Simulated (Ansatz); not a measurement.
Input file:

```
crystal:
  periodic: [false, false, false]
  atoms:
    - { symbol: W, position_ang: [0.0, 0.0, 0.0] }
    - { symbol: F, position_ang: [0.0, 0.0, 2.2] }
    - { symbol: F, position_ang: [1.85, 0.0, 0.0] }
    - { symbol: F, position_ang: [0.0, 1.85, 0.0] }
    - { symbol: H, position_ang: [-1.72, 0.0, 0.0] }
    - { symbol: H, position_ang: [0.0, -1.72, 0.0] }
    - { symbol: H, position_ang: [0.0, 0.0, -1.72] }
    - { symbol: S, position_ang: [1.7875, 1.8621, 0.8577] }
    - { symbol: H, position_ang: [2.8002, 1.2341, 1.5926] }
    - { symbol: H, position_ang: [0.8719, 0.9082, 2.0512] }
basis:
  gaussian: { orbitals: def2-SVP }
hamiltonian:
  xc: pbe
relax:
  f_tol: 0.15
  max_steps: 25
  restrain:
    - { distance: [0, 7], at: 3.62, k: 30.0 }
    - { distance: [9, 1], at: 2.12, k: 30.0 }
    - { distance: [0, 1], at: 1.85, k: 30.0 }
    - { distance: [9, 7], at: 1.4, k: 30.0 }
output:
  orbitals: {}
```

Launched as:

```sh
ansatz run input.yaml --threads 4 --pin off --max-ram 5120MiB --backend cpu --events-out ev --progress --plain --runs-dir out
```

The fields are those of the run's last geometry, not of the input's.

Core potentials replace the inner electrons of W; not at a stationary point (largest force 0.7 eV/Å).

All numbers below come from RKS PBE/def2-SVP in Ansatz.

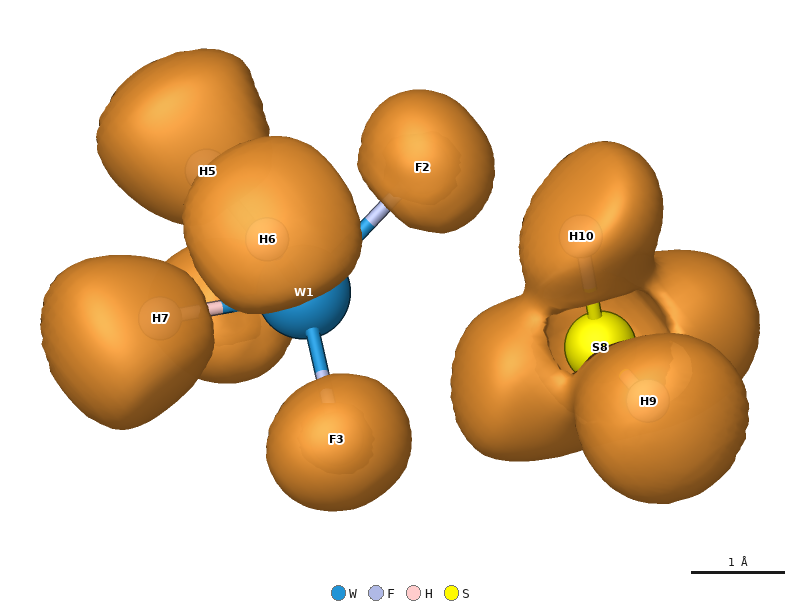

F3H3W···H2S. Isosurface of the ELF at 0.75 (orange), seen at a tilt. Core shells and regions of very low density are left out.

> What do the ELF domains correspond to?

The ELF exceeds this value in three regions around hydrogen nuclei, three regions wrapped around F (the valence shell of each) and one joined region spread over several atoms (H, S), in which their bonds and any lone pairs are merged. Profiles from the grid: F2···H10 (2.13 Å): the ELF dips to about 0.05 between them. W–F (1.87 Å): the ELF peaks at about 0.80 in the valence shell of F, 0.5 Å from its nucleus, and drops to about 0.25 between the two atoms.
